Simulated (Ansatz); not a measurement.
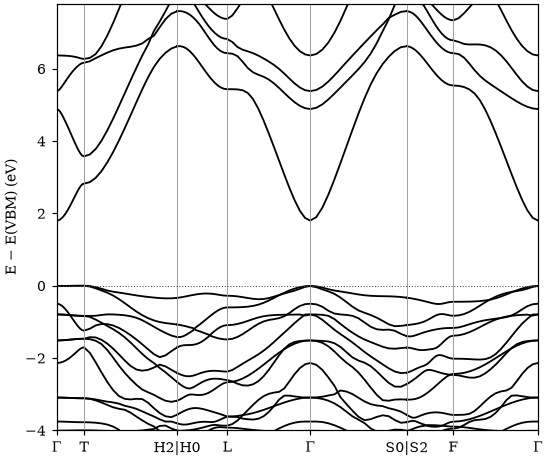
Figure. Band structure from plane-wave PAW PBEsol (Ansatz code)

Question: Read off the gap and where the band edges lie.

Answer: About 1.8 eV (1.80 eV by a search for the band edges); maximum at T, minimum at Γ.

The material is AlZnInO4 in space group R3m (No. 160; Pearson symbol hR7).

A made-up cell: these elements were put on the sites of a structure type; neither database checked (COD, Materials Project) lists it. Whether it is the stable phase at ambient conditions was not checked. The cell was relaxed with PBEsol under the symmetry of its start; whether a distortion lowers the energy is not shown. Spin–orbit coupling is left out wherever it is not named.

Potentials: the earlier of the program's two PAW sets. The files were generated under PBE; for other functionals the program regenerates the frozen cores, and for LDA and PBEsol the local potential too.
